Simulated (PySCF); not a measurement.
SiH (doublet)

```xyz
2

Si    0.0000    0.0000   -0.0536
H     0.0000    0.0000    1.4884
```

Level of theory: PySCF 2.14.0, PBE0/cc-pVDZ(-PP), non-relativistic Hamiltonian with scalar-relativistic core potentials where named, at a bond length of 1.542 Å.

What can the converged electron density, electron localisation function and spin density tell about the bonding?

Answer. Si–H (1.54 Å): ρ is about 0.72 e/Å³ halfway; the ELF climbs to about 1 towards the hydrogen, as it does in any bond to H.
The unpaired spin (1 electron) lies mostly on Si1 (about 1.0), in electrons by Hirshfeld's partition.

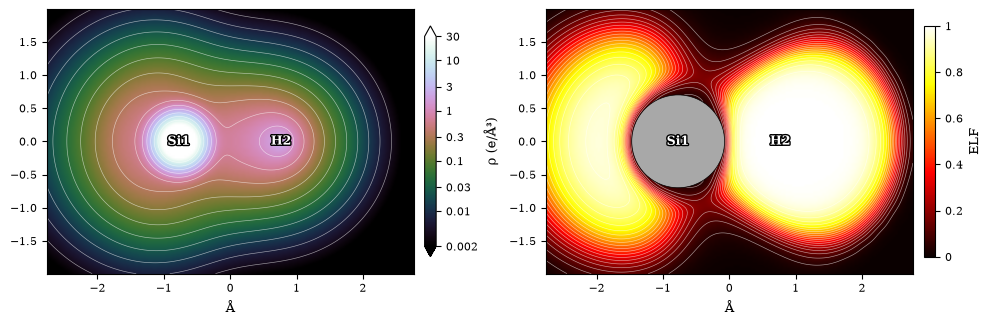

Computed electron density and electron localisation function on a plane that holds the molecular axis, in this order. Grey discs cover the atomic cores in the ELF map. 
